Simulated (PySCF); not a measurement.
**C₅H₇FOSi: density, localisation and related maps**

Input

```
{"job": {"kind": "nmr", "xc": "PBE0", "basis": "pcSseg-1"}, "charge": 0, "multiplicity": 1}
C      1.946659     1.449036     1.715864
C      0.874669     1.163738     1.249295
Si    -0.750440     0.658564     0.528968
C     -0.926859     1.642223    -1.120771
O     -1.022914     1.130823    -2.206418
C     -0.707393    -1.215680     0.090751
C      0.486145    -1.625334    -0.758011
F     -0.686888    -1.943083     1.282115
H      2.881890     1.706589     2.124028
H     -1.862320     0.991219     1.422591
H     -0.930860     2.750232    -1.041058
H     -1.635741    -1.526076    -0.405931
H      1.416171    -1.359919    -0.259529
H      0.436163    -1.113855    -1.715346
H      0.477305    -2.700489    -0.928460
```

Launched as:

```sh
OMP_NUM_THREADS=1 python probes_run.py task.json out
```

Geometry: GFN2-xTB.

The calculation used PBE0/pcSseg-1, SCF density, gas phase, non-relativistic (PySCF 2.14.0).

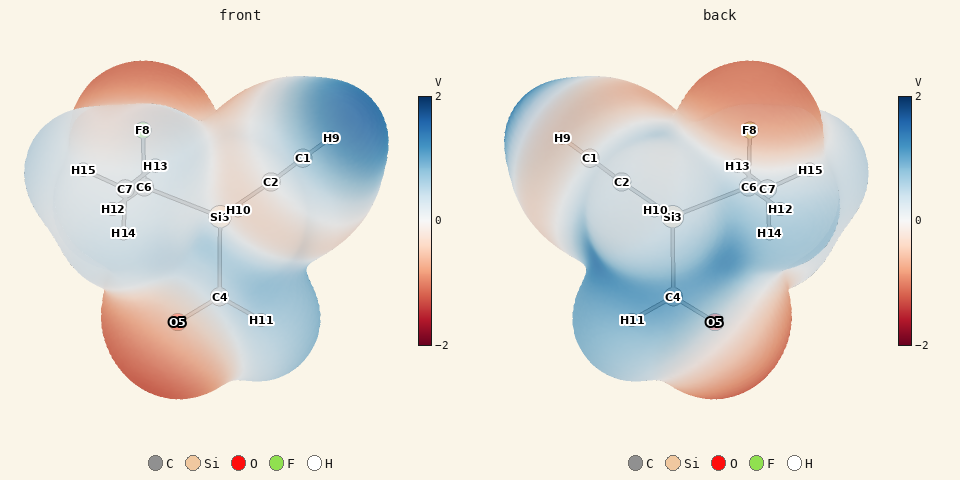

Figure 1. The molecular electrostatic potential painted on the density surface at 0.001 e/bohr³, seen from the front and from behind; red is negative and blue positive.

> Where is the surface potential most negative and most positive?

The most negative region (about −1.2 V) lies over O5, the most positive (about +1.5 V) over H9. O5 is the likeliest acceptor of a hydrogen bond.

> How polar is the molecule by this calculation?

Its dipole moment is 1.72 D.

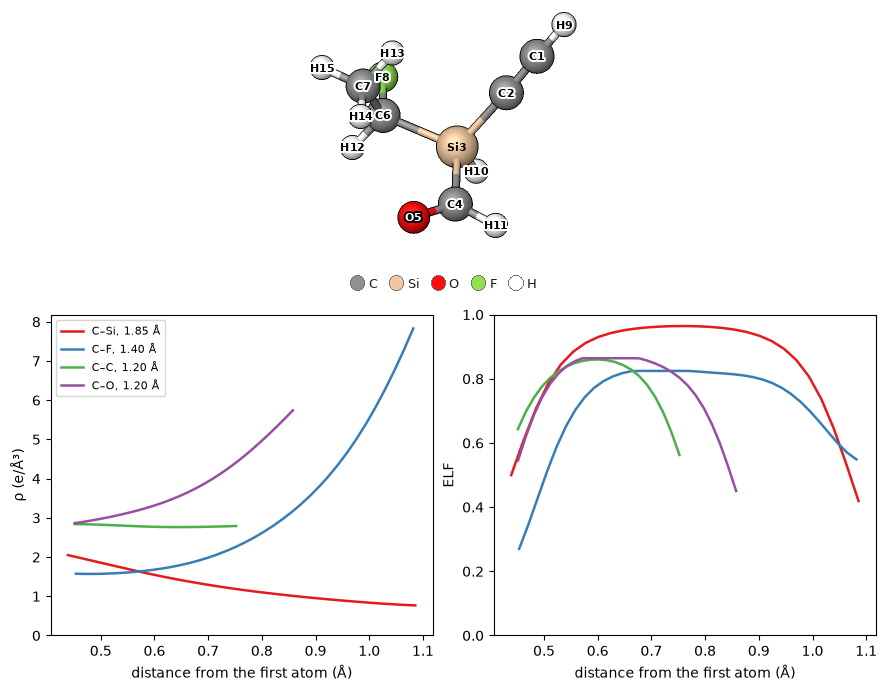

Figure 2. Electron density and ELF along straight lines between neighbouring atoms. The curves leave out the atomic cores. The structure is drawn too.

> Compare the contacts.

C–Si (1.85 Å): ρ at the midpoint is about 0.92 e/Å³; the ELF peaks at about 0.95 between the atoms, as expected for a shared electron pair.
C–F (1.40 Å): ρ is about 2 e/Å³ halfway, with its minimum of 1.6 e/Å³ about 0.5 Å from C; the ELF peaks at about 0.80 between the atoms (a shared but strongly polarised pair).
C–C (1.20 Å): the density is about 2.8 e/Å³ at the midpoint; the ELF peaks at about 0.85 between the atoms; a multiple bond.
C–O (1.20 Å): the density is about 3.3 e/Å³ at the midpoint; the ELF peaks at about 0.85 between the atoms (a multiple bond).
